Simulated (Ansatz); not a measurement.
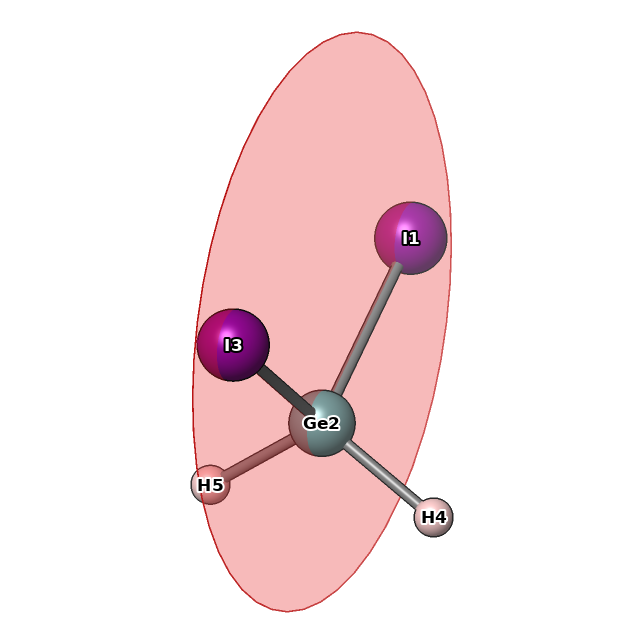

A disc through the centre of mass is drawn in. Atoms fade into the background with distance from the viewer. The geometry was computed by an optimisation with PBE-D4/def2-SVP. No frequency run is at hand to confirm it as a minimum.

> Is the plane of the disc a mirror plane of the structure?

Yes. The reflection leaves I1, Ge2, I3 in place and moves H4 ↔ H5. The point group is C2v.
